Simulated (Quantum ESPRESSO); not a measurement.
Band structure of Hf3N4 (I-43d, 14 atoms in the cell).

```
CELL_PARAMETERS angstrom
     -3.41664     3.41664     3.41664
      3.41664    -3.41664     3.41664
      3.41664     3.41664    -3.41664
ATOMIC_POSITIONS crystal
  Hf 0.87500 0.25000 0.12500
  Hf 0.75000 0.37500 0.62500
  Hf 0.62500 0.75000 0.37500
  Hf 0.25000 0.12500 0.87500
  Hf 0.12500 0.87500 0.25000
  Hf 0.37500 0.62500 0.75000
  N  0.50000 0.00000 0.63366
  N  0.00000 0.13366 0.50000
  N  0.86634 0.86634 0.86634
  N  0.13366 0.50000 0.00000
  N  0.00000 0.63366 0.50000
  N  0.50000 0.00000 0.13366
  N  0.63366 0.50000 0.00000
  N  0.36634 0.36634 0.36634
```

Method: PBE, GBRV 1.5 ultrasoft (PBE) pseudopotentials (plane waves; Quantum ESPRESSO 7.5).

Settings: ecutwfc = 40 Ry; ecutrho = 320 Ry; occupations = smearing; smearing = gaussian; degauss = 0.00147 Ry; potentials = {Hf: hf_pbe_v1.uspp.F.UPF, N: n_pbe_v1.2.uspp.F.UPF}; K_POINTS = automatic 5 5 5 0 0 0; nbnd = 62; conv_thr = 1e-09 Ry.

The starting cell comes from a database of computed structures (which also holds hypothetical and non-ambient phases and stackings), without a prior relaxation at this level. Its lattice was rescaled by a random factor within 2.5 % of one. Spin-orbit coupling is off.

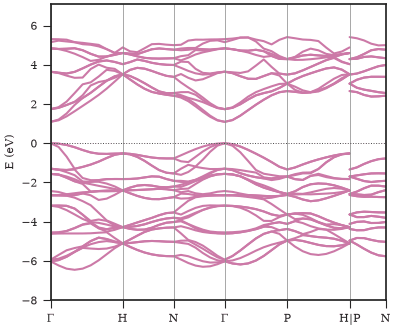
Figure. Bands along the path, energies from the top of the valence band on the SCF mesh.

Question: Read off roughly the gap and where its edges lie.

Answer: The gap along the path is about 1.1 eV (computed: 1.09 eV), direct at Γ to within 0.01 eV.

Levels in eV from the top of the valence band on the SCF mesh, bands 53 to 60:
| point | 53 | 54 | 55 | 56 | 57 | 58 | 59 | 60 |
|---|---|---|---|---|---|---|---|---|
| Γ | -1.30 | 0.00 | 0.00 | 0.00 | 1.09 | 1.09 | 1.74 | 1.74 |
| H | -0.52 | -0.52 | -0.52 | -0.52 | 3.51 | 3.51 | 3.51 | 3.51 |
| N | -1.54 | -1.54 | -0.77 | -0.77 | 2.42 | 2.42 | 2.56 | 2.56 |
| P | -1.70 | -1.70 | -1.34 | -1.34 | 2.66 | 2.66 | 3.04 | 3.04 |
